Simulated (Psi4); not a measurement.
# [C2H2F2]+ (SMILES [CH2+][C](F)F) at U-wB97X-D/heavy-aug-cc-pVDZ (sweep point 3)

What is the vertical ionisation energy of [C2H2F2]+ at U-wB97X-D/heavy-aug-cc-pVDZ (sweep point 3)? 

The results are computed with Psi4 1.11.

### Step 1. The molecule

The species is [C2H2F2]+ (6 atoms), meant as a doublet with charge +1. SMILES: `[CH2+][C](F)F`. The coordinates come from a GFN2-xTB relaxation. This is one conformer, not always the lowest.

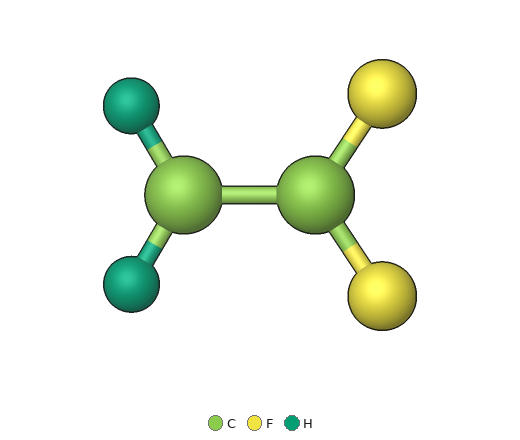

Viewed from a chosen angle; carbon green, fluorine yellow, hydrogen teal.

### Step 2. The energy at U-wB97X-D/heavy-aug-cc-pVDZ (sweep point 3)

job.dat reads:

```
memory 1.6 GB

molecule geom {
  1 2
  C     -0.311240     0.627880    -0.251470
  C      0.269710    -0.543000     0.216990
  F     -0.401710    -1.524620     0.680470
  F      1.529160    -0.747770     0.228470
  H      0.308060     1.437100    -0.637380
  H     -1.393960     0.750410    -0.237080
  symmetry c1
}

set globals {
  reference uks
  puream true
  scf_type pk
  dft_radial_points 99
  dft_spherical_points 590
  maxiter 150
}

e_tot = energy('wb97x-d/heavy-aug-cc-pVDZ')
```

Run with:

```bash
$ psi4 -i job.dat -o job.out -n 1
```

job.out:

```text
[...]
  Running in c1 symmetry.
[...]
  Nuclear repulsion =  118.497686943311933
[...]
  Multiplicity = 2
[...]
  Nalpha       = 16
  Nbeta        = 15
[...]
    Number of basis functions: 102
[...]
   @UKS iter   1:  -276.57994271790147   -5.20599e-02   3.70956e-03 DIIS/ADIIS
[...]
   @UKS iter   9:  -276.64691605982279   -3.92491e-08   6.09371e-07 DIIS
[...]
   @S^2 Observed:                7.522556117E-01
[...]
    Orbital Energies [Eh]
    ---------------------
    Alpha Occupied:
       1A    -25.186794     2A    -25.186652     3A    -10.826279
       4A    -10.658438     5A     -1.727897     6A     -1.659924
       7A     -1.209669     8A     -1.048045     9A     -0.986022
      10A     -0.940284    11A     -0.927784    12A     -0.843639
      13A     -0.833367    14A     -0.819967    15A     -0.796408
      16A     -0.674686
    Alpha Virtual:
      17A     -0.238668    18A     -0.118534    19A     -0.078529
      20A     -0.076336    21A     -0.062217    22A     -0.059294
      23A     -0.033123    24A     -0.015693    25A     -0.014808
[...]
  @UKS Final Energy:  -276.64691605982279
   => Energetics <=
    Nuclear Repulsion Energy =            118.4976869433119333
    One-Electron Energy =                -607.0460786387953931
    Two-Electron Energy =                 234.4623849670508946
    DFT Exchange-Correlation Energy =     -22.5599766764618650
    Empirical Dispersion Energy =          -0.0009326549283616
    VV10 Nonlocal Energy =                  0.0000000000000000
    Total Energy =                       -276.6469160598227859
[...]
 Multipole Moments:
 ------------------------------------------------------------------------------------
     Multipole            Electronic (a.u.)      Nuclear  (a.u.)        Total (a.u.)
 ------------------------------------------------------------------------------------
 L = 1.  Multiply by 2.5417464519 to convert [e a0] to [Debye]
 Dipole X            :          1.3752757           -2.0779374           -0.7026618
 Dipole Y            :         -2.7694218            4.1870476            1.4176258
 Dipole Z            :          1.1072205           -1.6742951           -0.5670746
 Magnitude           :                                                    1.6807647
[...]
```

It took 32 s on 1 thread of Intel Xeon Platinum 8488C (Sapphire Rapids), shared host; peak memory 0.85 GiB.

### Step 3. Singlet [C2H2F2]2+

job.in reads:

```
memory 1600 mb

molecule geom {
  2 1
  C     -0.311240     0.627880    -0.251470
  C      0.269710    -0.543000     0.216990
  F     -0.401710    -1.524620     0.680470
  F      1.529160    -0.747770     0.228470
  H      0.308060     1.437100    -0.637380
  H     -1.393960     0.750410    -0.237080
  units angstrom
  symmetry c1
}

set puream true
set scf_type pk
set dft_radial_points 99
set dft_spherical_points 590

energy("wb97x-d/heavy-aug-cc-pVDZ")
print_variables()
```

Run with:

```bash
$ psi4 -n 1 job.in job.out
```

job.out:

```text
[...]
  Running in c1 symmetry.
[...]
  Nuclear repulsion =  118.497686943311933
[...]
  Multiplicity = 1
[...]
  Nalpha       = 15
  Nbeta        = 15
[...]
    Number of basis functions: 102
[...]
   @RKS iter   1:  -275.85519289325180    6.72690e-01   3.84846e-03 DIIS/ADIIS
[...]
   @RKS iter   9:  -275.93771980201745   -2.21727e-08   2.05665e-07 DIIS
[...]
    Orbital Energies [Eh]
    ---------------------
    Doubly Occupied:
       1A    -25.489694     2A    -25.489592     3A    -11.154513
       4A    -11.055748     5A     -2.015328     6A     -1.946197
       7A     -1.537327     8A     -1.332490     9A     -1.272847
      10A     -1.238186    11A     -1.214476    12A     -1.142385
      13A     -1.115283    14A     -1.109516    15A     -1.088919
[...]
  @RKS Final Energy:  -275.93771980201745
   => Energetics <=
    Nuclear Repulsion Energy =            118.4976869433119333
    One-Electron Energy =                -597.1854589280785603
    Two-Electron Energy =                 225.0740072651020682
    DFT Exchange-Correlation Energy =     -22.3230224274244939
    Empirical Dispersion Energy =          -0.0009326549283616
    VV10 Nonlocal Energy =                  0.0000000000000000
    Total Energy =                       -275.9377198020174546
[...]
 Multipole Moments:
 ------------------------------------------------------------------------------------
     Multipole            Electronic (a.u.)      Nuclear  (a.u.)        Total (a.u.)
 ------------------------------------------------------------------------------------
 L = 1.  Multiply by 2.5417464519 to convert [e a0] to [Debye]
 Dipole X            :          0.7760199           -2.0779374           -1.3019175
 Dipole Y            :         -1.5618032            4.1870476            2.6252444
 Dipole Z            :          0.6239010           -1.6742951           -1.0503941
 Magnitude           :                                                    3.1129126
[...]
```

Run time: 24 s. Hardware: 1 thread of Intel Xeon Platinum 8488C (Sapphire Rapids), shared host; peak memory 0.85 GiB.

### Step 4. Results

At U-wB97X-D/heavy-aug-cc-pVDZ (sweep point 3):

```
                                             quantity          value
                      doublet [C2H2F2]+: total energy  -276.64692 Eh
doublet [C2H2F2]+: HOMO energy (highest over α and β)      -18.36 eV
 doublet [C2H2F2]+: LUMO energy (lowest over α and β)      -10.57 eV
                 doublet [C2H2F2]+: dispersion energy   -2.45 kJ/mol
                              doublet [C2H2F2]+: ⟨S²⟩          0.752
                     singlet [C2H2F2]2+: total energy  -275.93772 Eh
                      singlet [C2H2F2]2+: HOMO energy      -29.63 eV
                      singlet [C2H2F2]2+: LUMO energy      -20.12 eV
                    singlet [C2H2F2]2+: HOMO–LUMO gap        9.52 eV
                singlet [C2H2F2]2+: dispersion energy   -2.45 kJ/mol
 vertical ionisation energy (to the singlet dication)      19.298 eV
```

What this shows: The vertical ionisation energy comes to 19.30 eV (445 kcal/mol). Only the singlet of the ionised species was computed; a triplet could lie lower.
